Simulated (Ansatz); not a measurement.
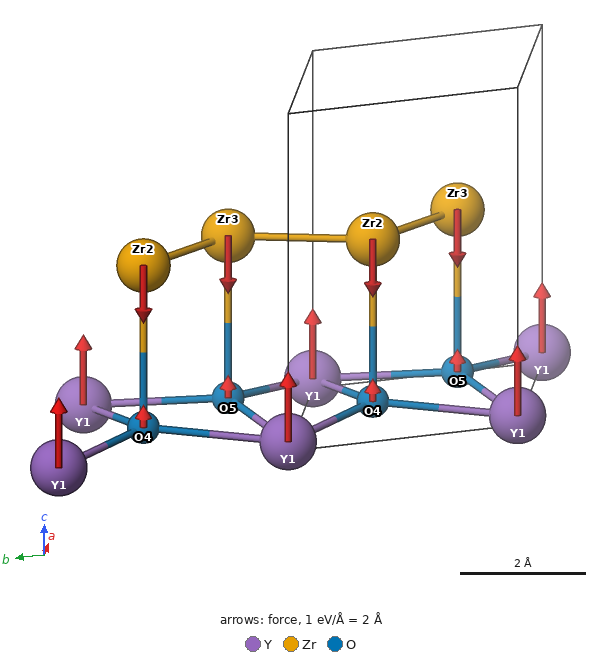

Starting geometry of a crystal of YZr2O2 (a generated structure, set up in P6mm) (coarse preliminary run) with the computed forces as red arrows. A ball-and-stick model of the cell of the calculation, repeated 1 × 2 × 1 with one cell outlined, seen from a free direction.

All numbers below come from Ansatz, DFT PBE, scalar-relativistic, plane waves, PAW.

Input file:
```yaml
crystal:
  lattice:
    - [4.06004652, 0.0, 0.0]
    - [-2.03002326, 3.51610343, 0.0]
    - [0.0, 0.0, 5.62155666]
  atoms:
    - { symbol: "Y", position: [0.0, 0.0, 0.02854858] }
    - { symbol: Zr, position: [0.33333333, 0.66666667, 0.53974803] }
    - { symbol: Zr, position: [0.66666667, 0.33333333, 0.53974803] }
    - { symbol: O, position: [0.33333333, 0.66666667, 0.05980946] }
    - { symbol: O, position: [0.66666667, 0.33333333, 0.05980946] }
basis:
  ecutwfc: 420
kpoints:
  mp_grid: { grid: [6, 6, 4] }
hamiltonian:
  xc: pbe
scf:
  occupations: { method: gaussian, width: 0.1 }
  lower_state_search: "off"
output:
  forces: true
  stress: true
  eigenvalues: true
relax:
  adjacent_minimum: "off"
  f_tol: 0.04
  max_steps: 70
  cell: { stress_tol: 0.4 }
```

Command:
```bash
ansatz run input.yaml --threads 1 --pin off --max-ram 2560MiB --backend cpu --events-out ev --progress --plain --runs-dir out
```

Question: What follows when this structure is relaxed?

Answer: It isn't relaxed: the largest force vector, on Y1, is 0.59 eV/Å. The final displacements have little in common with the starting forces (cosine between the two patterns −0.05). After 13 accepted moves (15 points after the start) the energy has fallen by 1392 meV per atom. Largest force component: 0.59 eV/Å at the start, 0.0027 eV/Å at the end. The pressure goes from 11.79 to 0.08 GPa. The SCF was repeated twice at an unchanged geometry on a basis and grid sized afresh for the cell, which shifted the energy by 68.6 meV per atom at most. Y1 moves most relative to the cell: 0.069 Å along +c. By element the largest moves are Y 0.069 Å, O 0.058 Å, Zr 0.024 Å. The drawn cell changes as follows: a = b 4.060 → 5.058 Å (+24.6 %), c 5.622 → 4.096 Å (−27.1 %); the volume changes by +13.1 %. Near-neighbour distances that change, for instance: Zr2–O4 2.924 → 2.048 Å, Zr2–O4 (another image) 2.698 → 2.048 Å, Zr2–Zr3 2.344 → 2.920 Å, Y1–O4 2.351 → 2.920 Å. Among the angles between lasting bonds that change: O4–Y1–O5 171.4° → 180.0°, Y1–O4–Zr2 85.7° → 90.0°, Y1–O4–Zr2 94.3° → 90.0°. The space group (tolerance 0.01 Å) goes from P6mm (No. 183) to P6/mmm (No. 191). Cost: 100 s on 1 thread of Intel(R) Xeon(R) Processor @ 2.70GHz, on a shared host, peak memory 0.39 GiB.
